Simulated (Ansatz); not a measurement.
**CF (SMILES [C]F): a chain of runs**

We compute a series of 38 runs (UHF/STO-3G, UHF/3-21G, UHF/6-31G*, UB3LYP/6-31G*, UPBE/def2-SVP, UMP2/6-31G*, UMP2/aug-cc-pVDZ, USVWN5/def2-TZVP, and more) of CF. 

The calculation is run with Ansatz 0.2.0.

## 1. The system as given

CF: 2 atoms, total charge 0, spin state doublet. As SMILES, `[C]F`. Geometry: relaxed at PBE0-D4/def2-TZVP. The run starts from this shape.

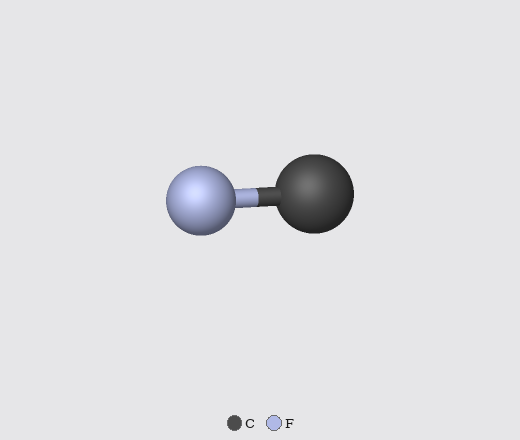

Viewed from a chosen angle; carbon dark grey, fluorine light blue.

## 2. A geometry optimisation at UHF/STO-3G (paw set gaussian, start density atoms) (run 1)

Contents of input.yaml:

```yaml
crystal:
  periodic: [false, false, false]
  atoms:
    - symbol: C
      position_ang: [-0.000000, 0.000000, 0.003080]
    - symbol: F
      position_ang: [0.000000, -0.000000, 1.271320]
basis:
  gaussian:
    orbitals: STO-3G
magnetization:
  spin_polarized: true
  initial_magnetization: 1
hamiltonian:
  xc: hf
relax:
  f_tol: 0.002
output:
  orbitals: {seedname: orbitals}
```

Run with:

```console
$ ansatz run input.yaml --threads 1 --pin off --max-ram 3480MiB --events-out events.jsonl --progress --plain --runs-dir runs
```

The program printed, shortened:

```text
Warning: RAYON_NUM_THREADS=1 ignored (pool sized by the plan → 1); use --threads N
[...]
Functional definition: HF
  name "HF"
[...]
142 factors; integrals over basis functions are off by at most 7.0e-6 eV
[...]
mean field -3681.80988452 eV, -135.3040176358 hartree, gradient 1.3e-5 eV, S^2 0.753277; 0 other end points of the search recorded, 0 dependent functions left out
[...]
reference -3681.80988452 eV, -135.3040176358 hartree; 8, 7 occupied and 2, 3 virtual orbitals, 142 factors
relax step   1: F+E_penalty+E_count = -3681.80988452 eV  Δ(F+E_penalty+E_count) = +0.000e0 eV  max|allowed force component| = 1.718e0 eV/Å  Δτ_max = 0.0000 Å  (57 SCF iters, accepted)
[...]
relax step   3: F+E_penalty+E_count = -3681.83047285 eV  Δ(F+E_penalty+E_count) = -8.261e-4 eV  max|allowed force component| = 1.502e-2 eV/Å  Δτ_max = 0.0024 Å  (30 SCF iters, accepted)
[...]
relax step   4: F+E_penalty+E_count = -3681.83047459 eV  Δ(F+E_penalty+E_count) = -1.733e-6 eV  max|allowed force component| = 1.257e-4 eV/Å  Δτ_max = 0.0001 Å  (30 SCF iters, accepted)
142 factors; integrals over basis functions are off by at most 6.3e-6 eV
[...]
mean field -3681.83047459 eV, -135.3047743067 hartree, gradient 2.7e-5 eV, S^2 0.753428; 1 other end points of the search recorded, 0 dependent functions left out
[...]
reference -3681.83047459 eV, -135.3047743067 hartree; 8, 7 occupied and 2, 3 virtual orbitals, 142 factors
Total energy: -3681.83047459 eV, -135.3047743067 hartree
Atom 0 at     0.000000    -0.000000    -0.009199 Å, force     0.000000     0.000000    -0.000126 eV/Å
Atom 1 at    -0.000000     0.000000     1.283599 Å, force    -0.000000    -0.000000     0.000126 eV/Å
Dipole moment:     0.000000     0.000000     0.127717 e Å
```

It took 1.2 s on 1 thread of Arm Neoverse V2, shared host.

Step by step:

| step | energy from the first frame kept (eV) | largest force (eV/Å) |
| --- | --- | --- |
| 1 | 0.0000 | 1.7180 |
| 2 | -0.0198 | 0.3314 |
| 3 | -0.0206 | 0.0150 |
| 4 | -0.0206 | 0.0001 |

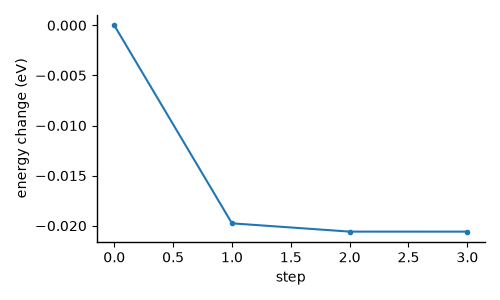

Energy along the run.

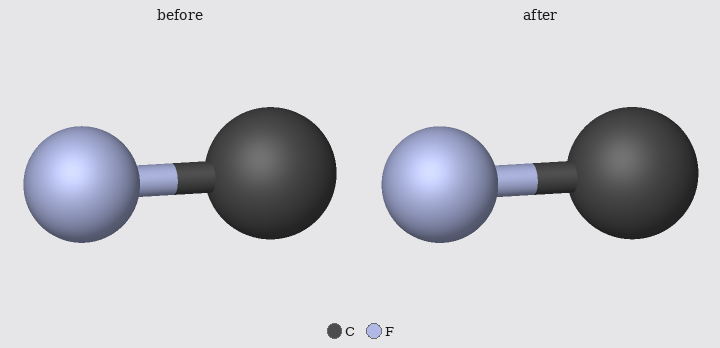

Before and after, at one scale.

After the run. Bond lengths: C1–F2 1.293 Å.

## 3. The harmonic vibrations at UHF/STO-3G (paw set gaussian, start density atoms) (run 2)

Contents of job.yaml:

```yaml
crystal:
  periodic: [false, false, false]
  atoms:
    - symbol: C
      position_ang: [0.000000, -0.000000, -0.009199]
    - symbol: F
      position_ang: [-0.000000, 0.000000, 1.283599]
basis:
  gaussian:
    orbitals: STO-3G
magnetization:
  spin_polarized: true
  initial_magnetization: 1
hamiltonian:
  xc: hf
phonons:
  temperatures: {t_min: 298.15, t_max: 298.15, t_step: 1}
```

Run with:

```console
$ ansatz run job.yaml --threads 1 --pin off --max-ram 3480MiB --events-out events.jsonl --progress --plain --runs-dir runs
```

The program printed, shortened:

```text
Warning: RAYON_NUM_THREADS=1 ignored (pool sized by the plan → 1); use --threads N
[... 2 set-up lines as earlier in the session ...]
[...]
141 factors; integrals over basis functions are off by at most 6.4e-6 eV
[...]
mean field -3681.83047031 eV, -135.3047741494 hartree, gradient 1.6e-5 eV, S^2 0.753428; 0 other end points of the search recorded, 0 dependent functions left out
[...]
reference -3681.83047031 eV, -135.3047741494 hartree; 8, 7 occupied and 2, 3 virtual orbitals, 141 factors
[...]
141 factors; integrals over basis functions are off by at most 6.4e-6 eV
mean field -3681.83047031 eV, -135.3047741494 hartree, gradient 1.2e-6 eV, S^2 0.753428; 0 other end points of the search recorded, 0 dependent functions left out
[...]
reference -3681.83047031 eV, -135.3047741494 hartree; 8, 7 occupied and 2, 3 virtual orbitals, 141 factors
[...]
141 factors; integrals over basis functions are off by at most 6.4e-6 eV
[...]
141 factors; integrals over basis functions are off by at most 6.3e-6 eV
mean field -3681.83026838 eV, -135.3047667289 hartree, gradient 1.5e-6 eV, S^2 0.753443; 0 other end points of the search recorded, 0 dependent functions left out
[...]
reference -3681.83026838 eV, -135.3047667289 hartree; 8, 7 occupied and 2, 3 virtual orbitals, 141 factors
[...]
141 factors; integrals over basis functions are off by at most 6.5e-6 eV
[...]
mean field -3681.83026576 eV, -135.3047666325 hartree, gradient 1.5e-6 eV, S^2 0.753412; 0 other end points of the search recorded, 0 dependent functions left out
[...]
reference -3681.83026576 eV, -135.3047666325 hartree; 8, 7 occupied and 2, 3 virtual orbitals, 141 factors
Total energy: -3681.83047031 eV, -135.3047741494 hartree
Atom 0 at     0.000000     0.000000    -0.009199 Å, force     0.000000     0.000000    -0.000124 eV/Å
Atom 1 at     0.000000     0.000000     1.283599 Å, force    -0.000000    -0.000000     0.000124 eV/Å
Dipole moment:     0.000000    -0.000000     0.127717 e Å
Vibrations: 1550.26 cm⁻¹, zero-point energy 0.096104 eV
```

Wall time 0.4 s (1 thread of Arm Neoverse V2, shared host).

Runs 3 to 10 aren't shown in full; the table further down has their settings and results.

## 4. The singlet cation: the energy at UHF/6-31G(d) (Cartesian functions, paw set gaussian, start density atoms) (run 11)

Contents of run.yaml:

```yaml
crystal:
  periodic: [false, false, false]
  atoms:
    - {symbol: C, position_ang: [-0.000000, 0.000000, 0.003667]}
    - {symbol: F, position_ang: [0.000000, -0.000000, 1.270733]}
basis:
  gaussian:
    orbitals: "6-31G*"
total_charge: 1
magnetization:
  spin_polarized: true
  initial_magnetization: 0
hamiltonian:
  xc: hf
```

Run with:

```console
$ ansatz run run.yaml --threads 1 --pin off --max-ram 3480MiB --events-out events.jsonl --progress --plain --runs-dir runs
```

The program printed:

```text
Warning: RAYON_NUM_THREADS=1 ignored (pool sized by the plan → 1); use --threads N
[... 2 set-up lines as earlier in the session ...]
  exchange = exact_x
  correlation = 0
272 factors; integrals over basis functions are off by at most 1.3e-3 eV
mean field evaluation 1: about -3717.1342 eV, gradient 4.2e1 eV
mean field evaluation 2: about -3717.1391 eV, gradient 4.2e1 eV
mean field evaluation 4: about -3723.1774 eV, gradient 2.1e0 eV
mean field evaluation 8: about -3723.2256 eV, gradient 7.0e-4 eV
mean field evaluation 16: about -3723.0188 eV, gradient 1.7e0 eV
mean field evaluation 32: about -3717.1342 eV, gradient 4.2e1 eV
mean field -3723.22563964 eV, -136.8260185639 hartree, gradient 6.0e-6 eV, S^2 0.000000; 0 other end points of the search recorded, 0 dependent functions left out
reference -3723.22563964 eV, -136.8260185639 hartree; 7, 7 occupied and 23, 23 virtual orbitals, 272 factors
Total energy: -3723.22563964 eV, -136.8260185639 hartree
```

Run time: 0.1 s. Hardware: 1 thread of Arm Neoverse V2, shared host.

Runs 12 to 37 aren't shown in full; the table further down has their settings and results.

## 5. The harmonic vibrations at UB2PLYP/cc-pVTZ (paw set gaussian, start density atoms) (run 38)

Contents of run.yaml:

```yaml
crystal:
  periodic: [false, false, false]
  atoms:
    - {symbol: C, position_ang: [-0.000000, 0.000000, -0.000593]}
    - {symbol: F, position_ang: [0.000000, -0.000000, 1.274993]}
basis:
  gaussian:
    orbitals: cc-pVTZ
phonons:
  temperatures:
    t_min: 298.15
    t_max: 298.15
    t_step: 1
magnetization:
  spin_polarized: true
  initial_magnetization: 1
hamiltonian:
  xc: {name: B2PLYP}
```

Run with:

```console
$ ansatz run run.yaml --threads 1 --pin off --max-ram 3480MiB --events-out events.jsonl --progress --plain --runs-dir runs
```

The program printed, shortened:

```text
Warning: RAYON_NUM_THREADS=1 ignored (pool sized by the plan → 1); use --threads N
Functional definition: B2PLYP
  name "B2PLYP"
[...]
432 factors; integrals over basis functions are off by at most 4.1e-4 eV
[...]
mean field -3745.23280498 eV, -137.6347669732 hartree, gradient 3.3e-6 eV, S^2 0.756227; 0 other end points of the search recorded, 0 dependent functions left out
2 core orbitals not correlated: weight in the atoms' cores, before any rotation towards them, 1.000 or more for the frozen orbitals, at most 0.000 for the correlated occupied ones
reference -3745.23289226 eV, -137.6347701806 hartree; 6, 5 occupied and 52, 53 virtual orbitals, 432 factors
second order -11.62306283 eV of doubles, -0.00000000 eV of singles
[...]
432 factors; integrals over basis functions are off by at most 4.1e-4 eV
[...]
second order -11.62887020 eV of doubles, -0.00000000 eV of singles
[...]
432 factors; integrals over basis functions are off by at most 4.1e-4 eV
mean field -3745.23422858 eV, -137.6348192893 hartree, gradient 1.6e-6 eV, S^2 0.756217; 0 other end points of the search recorded, 0 dependent functions left out
2 core orbitals not correlated: weight in the atoms' cores, before any rotation towards them, 1.000 or more for the frozen orbitals, at most 0.000 for the correlated occupied ones
reference -3745.23431586 eV, -137.6348224970 hartree; 6, 5 occupied and 52, 53 virtual orbitals, 432 factors
second order -11.61724800 eV of doubles, -0.00000000 eV of singles
[...]
Total energy: -3748.37111922 eV, -137.7500978943 hartree
Atom 0 at     0.000000     0.000000    -0.000593 Å, force     0.000000     0.000000     0.000014 eV/Å
Atom 1 at     0.000000     0.000000     1.274993 Å, force     0.000000     0.000000    -0.000014 eV/Å
Dipole moment:    -0.000000     0.000000     0.157644 e Å
Vibrations: 1312.18 cm⁻¹, zero-point energy 0.081345 eV
```

It took 21 s on 1 thread of Arm Neoverse V2, shared host; peak memory 0.12 GiB.

## 6. The series

```
run                                                                       level         task  walk f tol  partner  energy (Eh)  dipole moment (D)   ⟨S²⟩  wall time
  1                          UHF/STO-3G (paw set gaussian, start density atoms)     optimise       0.002     base  -135.304774               0.61  0.753      1.2 s
  2                          UHF/STO-3G (paw set gaussian, start density atoms)  frequencies           –     base  -135.304774               0.61  0.753      0.4 s
  3                          UHF/STO-3G (paw set gaussian, start density atoms)       energy           –   cation  -135.028669                  –      –     0.04 s
  4                          UHF/STO-3G (paw set gaussian, start density atoms)     optimise           –   cation  -135.039139                  –      –     0.34 s
  5                           UHF/3-21G (paw set gaussian, start density atoms)     optimise       0.002     base  -136.426142               0.02  0.755     0.36 s
  6                           UHF/3-21G (paw set gaussian, start density atoms)  frequencies           –     base  -136.426142               0.02  0.755     0.54 s
  7                           UHF/3-21G (paw set gaussian, start density atoms)       energy           –   cation  -136.057531                  –      –     0.06 s
  8                           UHF/3-21G (paw set gaussian, start density atoms)     optimise           –   cation  -136.075280                  –      –     0.36 s
  9     UHF/6-31G* (Cartesian functions, paw set gaussian, start density atoms)     optimise       0.002     base  -137.170998               0.42  0.759      0.5 s
 10     UHF/6-31G* (Cartesian functions, paw set gaussian, start density atoms)  frequencies           –     base  -137.170998               0.42  0.759      1.1 s
 11     UHF/6-31G* (Cartesian functions, paw set gaussian, start density atoms)       energy           –   cation  -136.826019                  –      –      0.1 s
 12     UHF/6-31G* (Cartesian functions, paw set gaussian, start density atoms)     optimise           –   cation  -136.847726                  –      –     0.72 s
 13  UB3LYP/6-31G* (Cartesian functions, paw set gaussian, start density atoms)     optimise       0.002     base  -137.776960               0.73  0.753      1.5 s
 14  UB3LYP/6-31G* (Cartesian functions, paw set gaussian, start density atoms)  frequencies           –     base  -137.776960               0.73  0.753      3.6 s
 15  UB3LYP/6-31G* (Cartesian functions, paw set gaussian, start density atoms)       energy           –   cation  -137.419774                  –      –      0.3 s
 16  UB3LYP/6-31G* (Cartesian functions, paw set gaussian, start density atoms)     optimise           –   cation  -137.436296                  –      –      2.5 s
 17                       UPBE/def2-SVP (paw set gaussian, start density atoms)     optimise       0.002     base  -137.527892               0.97  0.752      1.8 s
 18                       UPBE/def2-SVP (paw set gaussian, start density atoms)  frequencies           –     base  -137.527892               0.97  0.752      2.8 s
 19                       UPBE/def2-SVP (paw set gaussian, start density atoms)       energy           –   cation  -137.172158                  –      –      0.3 s
 20                       UPBE/def2-SVP (paw set gaussian, start density atoms)     optimise           –   cation  -137.186658                  –      –      1.8 s
 21    UMP2/6-31G* (Cartesian functions, paw set gaussian, start density atoms)     optimise       0.002     base  -137.424645               0.64  0.759     0.84 s
 22    UMP2/6-31G* (Cartesian functions, paw set gaussian, start density atoms)  frequencies           –     base  -137.424645               0.64  0.759      1.7 s
 23    UMP2/6-31G* (Cartesian functions, paw set gaussian, start density atoms)       energy           –   cation  -137.090509                  –      –      0.1 s
 24    UMP2/6-31G* (Cartesian functions, paw set gaussian, start density atoms)     optimise           –   cation  -137.107530                  –      –      1.1 s
 25                    UMP2/aug-cc-pVDZ (paw set gaussian, start density atoms)     optimise       0.002     base  -137.477818               0.58  0.762      2.1 s
 26                    UMP2/aug-cc-pVDZ (paw set gaussian, start density atoms)  frequencies           –     base  -137.477818               0.58  0.762      4.5 s
 27                    UMP2/aug-cc-pVDZ (paw set gaussian, start density atoms)       energy           –   cation  -137.128690                  –      –      0.3 s
 28                    UMP2/aug-cc-pVDZ (paw set gaussian, start density atoms)     optimise           –   cation  -137.146828                  –      –      2.6 s
 29                    USVWN5/def2-TZVP (paw set gaussian, start density atoms)     optimise       0.002     base  -136.842290               0.98  0.752      1.5 s
 30                    USVWN5/def2-TZVP (paw set gaussian, start density atoms)  frequencies           –     base  -136.842290               0.98  0.752      3.6 s
 31                 UB3LYP-D4/def2-TZVP (paw set gaussian, start density atoms)     optimise       0.002     base  -137.843214               0.75  0.754      2.9 s
 32                 UB3LYP-D4/def2-TZVP (paw set gaussian, start density atoms)  frequencies           –     base  -137.843214               0.75  0.754      5.7 s
 33                 U-wB97X-V/def2-TZVP (paw set gaussian, start density atoms)     optimise       0.002     base  -137.795773               0.77  0.753      7.8 s
 34                 U-wB97X-V/def2-TZVP (paw set gaussian, start density atoms)  frequencies           –     base  -137.795773               0.77  0.753       16 s
 35               UPBE-D3(BJ)/def2-TZVP (paw set gaussian, start density atoms)     optimise       0.002     base  -137.696803               0.86  0.753      3.3 s
 36               UPBE-D3(BJ)/def2-TZVP (paw set gaussian, start density atoms)  frequencies           –     base  -137.696803               0.86  0.753      5.4 s
 37                     UB2PLYP/cc-pVTZ (paw set gaussian, start density atoms)     optimise       0.002     base  -137.750098               0.76  0.756      8.4 s
 38                     UB2PLYP/cc-pVTZ (paw set gaussian, start density atoms)  frequencies           –     base  -137.750098               0.76  0.756       21 s
```

## 7. Summary of results

```
                                                                              quantity          value
                                                 run 38, UB2PLYP/cc-pVTZ: total energy  -137.75010 Eh
                                     run 38, UB2PLYP/cc-pVTZ: dipole moment (SCF part)         0.76 D
                                                         run 38, UB2PLYP/cc-pVTZ: ⟨S²⟩          0.756
                                     run 38, UB2PLYP/cc-pVTZ: largest force on an atom     0.000 eV/Å
                                          run 38, UB2PLYP/cc-pVTZ: harmonic wavenumber      1312 cm⁻¹
                                            run 38, UB2PLYP/cc-pVTZ: zero-point energy     7.8 kJ/mol
                         vertical ionisation energy (to the singlet cation), UHF/3-21G      10.030 eV
                        vertical ionisation energy (to the singlet cation), UHF/6-31G*       9.387 eV
                     vertical ionisation energy (to the singlet cation), UPBE/def2-SVP       9.680 eV
                       vertical ionisation energy (to the singlet cation), UMP2/6-31G*       9.092 eV
   adiabatic ionisation energy (to the singlet cation, no zero-point term), UHF/STO-3G       7.228 eV
adiabatic ionisation energy (to the singlet cation, no zero-point term), UB3LYP/6-31G*       9.270 eV
adiabatic ionisation energy (to the singlet cation, no zero-point term), UPBE/def2-SVP       9.285 eV
  adiabatic ionisation energy (to the singlet cation, no zero-point term), UMP2/6-31G*       8.629 eV
```

At UHF/3-21G: the vertical ionisation energy comes to 10.03 eV (968 kJ/mol). Only the singlet of the ionised species was computed; a triplet could lie lower. At UHF/6-31G*: the vertical ionisation energy comes to 9.39 eV (906 kJ/mol). At UPBE/def2-SVP: removing an electron at fixed nuclei costs 9.68 eV (934 kJ/mol). At UMP2/6-31G*: the vertical ionisation energy comes to 9.09 eV (877 kJ/mol). At UHF/STO-3G: the adiabatic ionisation energy (to the singlet cation, no zero-point term) is 7.23 eV (697 kJ/mol). Totals of different functionals can't be ranked against each other. In runs 1, 2, 3, 4 the basis is minimal, so the values are rough. All runs together took 1.8 min, the longest 21 s.
